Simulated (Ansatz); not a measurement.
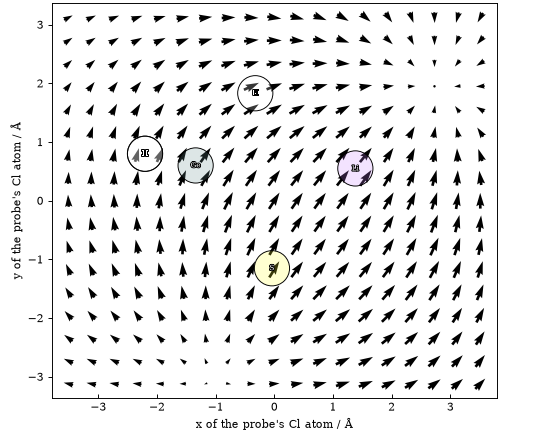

GeH₃LiS (SMILES [Li][S][GeH3]) with the probe Cl-. 
- The probe is moved over a plane parallel to the molecule's main plane, 4.35 Å above it.
- Coordinates scanned: (1) x of the probe's Cl atom; (2) y of the probe's Cl atom.
- Nothing is relaxed (molecule and probe rigid).
- Grid: 19 × 17 points.
- Points are written as (first, second).
- Method: RHF/def2-SVPD (Ansatz).

Drawn: arrows along the force (downhill), their lengths compressed, labelled circles for the molecule's atoms, projected on the plane.

Q: The arrows alone are given. Where is the energy lowest?

A: The arrows converge at about (2.76 Å, 1.93 Å) (read from the interpolated surface).

The energy map of the same scan:

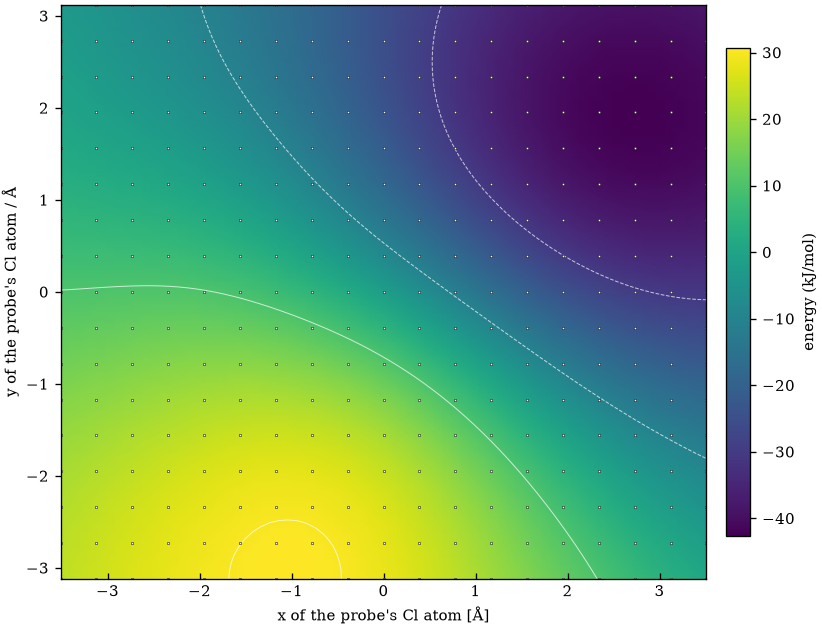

Energies are in kJ/mol, from molecule and probe far apart, each relaxed in its own basis (no counterpoise correction); between grid points the surface is interpolated.
